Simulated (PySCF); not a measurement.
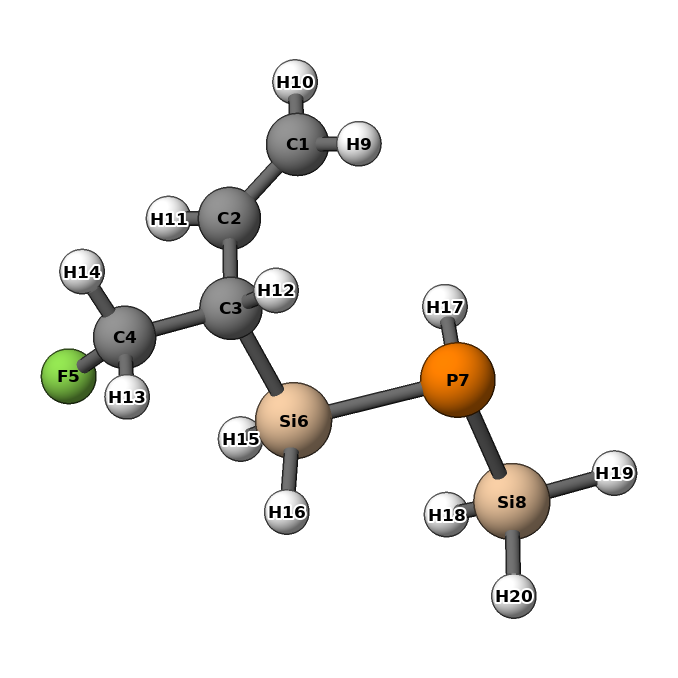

The computed structure is the end point of a GFN2-xTB optimisation. No frequency run is at hand to confirm it as a minimum. Level of theory: GIAO PBE0/pcSseg-1 NMR shielding, non-relativistic, gas phase (PySCF 2.14.0). Principal shieldings σ11 ≤ σ22 ≤ σ33, span Ω = σ33 − σ11, skew κ = 3(σiso − σ22)/Ω.

Give the shielding tensors of the P atoms.

```csv
atom,σ11,σ22,σ33,σiso,Ω,κ
P7,601.0,632.0,738.9,657.3,137.8,0.55
```

Shieldings and span in ppm.

The geometry is semi-empirical. Around P, Si such bond lengths and angles can be off by a tenth of an ångström or more and by several degrees, and values that hang on the shape move with them.
